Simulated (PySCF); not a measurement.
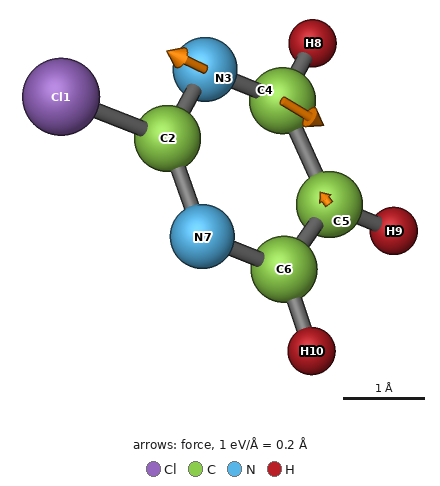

Starting geometry of C4H3ClN2 with the computed forces as orange arrows. A ball-and-stick model, seen from a free direction.

The start comes from GFN2-xTB. Its atoms were then displaced at random by about 0.01 Å.

Method: PBE0-D3(BJ)/def2-TZVP geometry optimisation, gas phase (PySCF). 

### What follows when this structure is relaxed?

It isn't relaxed: the largest force vector, on C4, is 3.44 eV/Å. The final displacements follow the starting forces only in part (cosine between the two patterns 0.73). The energy falls by 0.107 eV in 7 geometry steps. The atom that moves furthest after the best rigid fit is N3 (0.037 Å). Largest moves by element: N 0.037 Å, C 0.024 Å, H 0.022 Å, Cl 0.014 Å. Near-neighbour distances that change, for instance: N3–C4 1.270 → 1.328 Å, C4–C5 1.418 → 1.384 Å, C2–N7 1.309 → 1.320 Å, C6–N7 1.337 → 1.328 Å.
